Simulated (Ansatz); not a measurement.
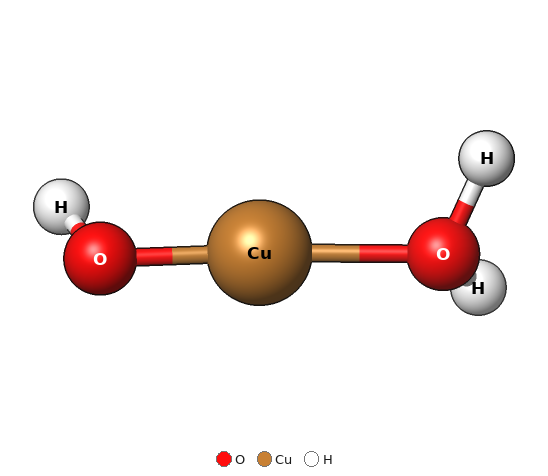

The species is neutral and a spin singlet. Geometry: moved along internal coordinates away from the minimum. Method: RHF-CCSD(T), frozen core/def2-TZVPP (Ansatz 0.2.0).

**Estimate the T1 diagnostic.**

0.025.
